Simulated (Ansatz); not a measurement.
A series of calculations on AlH3F

Part 1: Relaxation

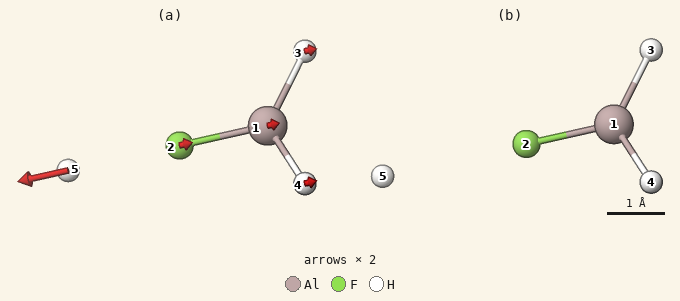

The structure of AlH$_{3}$F (multiplicity 2) before (left) and after (right) a relaxation, at one scale. The red arrows give the displacements, 2 times their true length.

Style: ball-and-stick. Shown from a free direction.

The run prepares an end point of a later path (reaction) calculation, from a guessed geometry.

Level of theory: UKS B3LYP/def2-SVP (Ansatz 0.2.0). Set-up: collinear spin; force threshold 0.03 eV/Å; at most 50 steps.

Question: What changed between the two?

Answer: Over 5 geometry steps the energy falls by 4.70 kJ/mol. The largest force component goes from 0.45 to 0.0025 eV/Å. H5 moves most after the best rigid fit: 0.49 Å. Largest moves by element: H 0.49 Å, F 0.13 Å, Al 0.12 Å. Some distances before and after: Al1–F2 1.681 → 1.670 Å.

Part 2: Relaxation

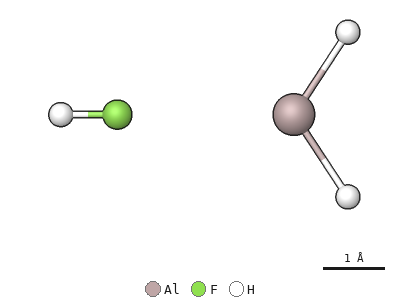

This is the input geometry for a relaxation of AlH$_{3}$F (multiplicity 2). A ball-and-stick model, seen face on.

The run prepares an end point of a later path (reaction) calculation, from a guessed geometry.

Computed with UKS B3LYP/def2-SVP (Ansatz 0.2.0).

Input file:
```yaml
crystal:
  periodic: [false, false, false]
  atoms:
    - { symbol: Al, position_ang: [0.0, 0.0, -0.28161] }
    - { symbol: F, position_ang: [0.0, 0.0, 2.614849] }
    - { symbol: H, position_ang: [1.351389, 0.0, -1.167691] }
    - { symbol: H, position_ang: [-1.351389, 0.0, -1.167691] }
    - { symbol: H, position_ang: [0.0, 0.0, 3.542144] }
magnetization:
  spin_polarized: true
  initial_magnetization: 1
basis:
  gaussian: { orbitals: def2-SVP }
hamiltonian:
  xc: b3lyp
relax:
  f_tol: 0.03
  max_steps: 50
```

Run as
```bash
ansatz run input.yaml --threads 1 --pin off --max-ram 2048MiB --backend cpu --events-out ev --progress --plain --runs-dir out
```

What does the optimiser find from here?

Answer. After 4 accepted moves (5 points after the start) the energy has fallen by 1.44 kcal/mol. Largest force component: 0.32 eV/Å at the start, 0.00018 eV/Å at the end. The line search rejected the trial step at point 4 of the run. The largest moves after the best rigid fit, 0.40 Å, are those of F2 and H5. Largest moves by element: F 0.40 Å, H 0.39 Å, Al 0.29 Å. Some distances before and after: Al1–H3 1.616 → 1.610 Å. Among the angles between lasting bonds that change: H3–Al1–H4 113.5° → 116.4°. Cost: 6.2 s on 1 thread of Intel(R) Xeon(R) Platinum 8488C (Sapphire Rapids) (shared host), peak memory 0.13 GiB.

The structure at the end:

```xyz
5

Al    0.0000    0.0000   -0.5706
F     0.0000    0.0000    3.0110
H     1.3681    0.0000   -1.4186
H    -1.3681    0.0000   -1.4186
H     0.0000    0.0000    3.9369
```

After the run, drawn alike:

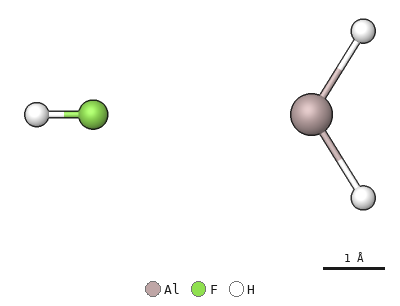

Limits of the set-up: the start holds two separate molecules, 2.9 Å apart at their closest, whose relative position is a soft coordinate and is computed without a dispersion correction.

Part 3: Path

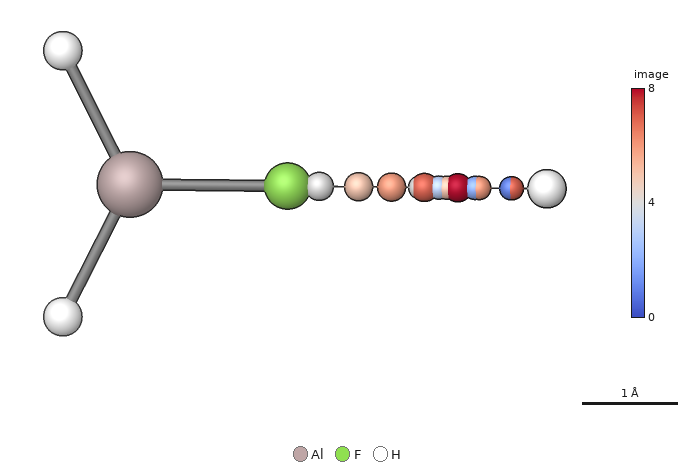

NEB run on AlH3F (multiplicity 2), made up at the start of AlH2F and H. Images are numbered from 0 (start) to 8 (end). The start is drawn whole; smaller spheres mark the moving atoms (F, H) in the later images, joined by lines and coloured by the number of the image. The picture is a ball-and-stick view, seen at a tilt.

Theory: UKS B3LYP/def2-SVP (Ansatz 0.2.0).

The input:
```yaml
crystal:
  periodic: [false, false, false]
  atoms:
    - { symbol: Al, position_ang: [0.0, 0.0, -0.225206] }
    - { symbol: F, position_ang: [0.0, 0.0, 1.445002] }
    - { symbol: H, position_ang: [1.4061, 0.0, -0.936476] }
    - { symbol: H, position_ang: [-1.4061, 0.0, -0.936476] }
    - { symbol: H, position_ang: [0.0, 0.0, 4.193155] }
magnetization:
  spin_polarized: true
  initial_magnetization: 1
basis:
  gaussian: { orbitals: def2-SVP }
hamiltonian:
  xc: b3lyp
neb:
  order_check: false
  images: 7
  f_tol: 0.05
  max_iterations: 60
  final_atoms:
    - { symbol: Al, position_ang: [0.0, 0.0, -0.5706426] }
    - { symbol: F, position_ang: [0.0, 0.0, 3.0110304] }
    - { symbol: H, position_ang: [1.368112, 0.0, -1.4186306] }
    - { symbol: H, position_ang: [-1.368112, 0.0, -1.4186306] }
    - { symbol: H, position_ang: [0.0, 0.0, 3.9368724] }
  initial_path:
    images:
      - { positions_ang: [[0.0, 0.0, -0.225206], [0.0, 0.0, 1.445002], [1.4061, 0.0, -0.936476], [-1.4061, 0.0, -0.936476], [0.0, 0.0, 4.193155]] }
      - { positions_ang: [[0.0, 0.0, -0.16890455], [0.0, 0.0, 1.56875145], [1.392325, 0.0, -0.89735705], [-1.392325, 0.0, -0.89735705], [0.0, 0.0, 3.9348662]] }
      - { positions_ang: [[0.0, 0.0, -0.1126031], [0.0, 0.0, 1.6925009], [1.37855, 0.0, -0.8582381], [-1.37855, 0.0, -0.8582381], [0.0, 0.0, 3.6765774]] }
      - { positions_ang: [[0.0, 0.0, -0.05630165], [0.0, 0.0, 1.81625035], [1.364775, 0.0, -0.81911915], [-1.364775, 0.0, -0.81911915], [0.0, 0.0, 3.4182886]] }
      - { positions_ang: [[0.0, 0.0, -2.0e-07], [0.0, 0.0, 1.9399998], [1.351, 0.0, -0.7800002], [-1.351, 0.0, -0.7800002], [0.0, 0.0, 3.1599998]] }
      - { positions_ang: [[0.0, 0.0, -0.1426608], [0.0, 0.0, 2.20775745], [1.355278, 0.0, -0.9396578], [-1.355278, 0.0, -0.9396578], [0.0, 0.0, 3.35421795]] }
      - { positions_ang: [[0.0, 0.0, -0.2853214], [0.0, 0.0, 2.4755151], [1.359556, 0.0, -1.0993154], [-1.359556, 0.0, -1.0993154], [0.0, 0.0, 3.5484361]] }
      - { positions_ang: [[0.0, 0.0, -0.427982], [0.0, 0.0, 2.74327275], [1.363834, 0.0, -1.258973], [-1.363834, 0.0, -1.258973], [0.0, 0.0, 3.74265425]] }
      - { positions_ang: [[0.0, 0.0, -0.5706426], [0.0, 0.0, 3.0110304], [1.368112, 0.0, -1.4186306], [-1.368112, 0.0, -1.4186306], [0.0, 0.0, 3.9368724]] }
```

Run as
```bash
ansatz run input.yaml --threads 1 --pin off --max-ram 2048MiB --backend cpu --events-out ev --progress --plain --runs-dir out
```

### Describe the path and its energy.

Breaking: Al–F (1.67 → 3.58 Å). Forming: F–H (2.75 → 0.93 Å). The energy climbs by 150.8 kJ/mol to image 4 and then falls by 55.4 kJ/mol, so the end point sits at +95.4 kJ/mol. The band converged in 11 iterations. The largest component of the band force went from 4.9 to 0.02 eV/Å. The climbing image converged on the top of the path. Its vibrational analysis gives 3 imaginary modes over 30i cm⁻¹, so it isn't confirmed as a transition state.

Limits of the set-up: the start holds two separate molecules, 2.7 Å apart at their closest, whose relative position is a soft coordinate and is computed without a dispersion correction.

Cost: 78 s on 1 thread of Intel(R) Xeon(R) Platinum 8488C (Sapphire Rapids), on a shared host, peak memory 0.13 GiB.
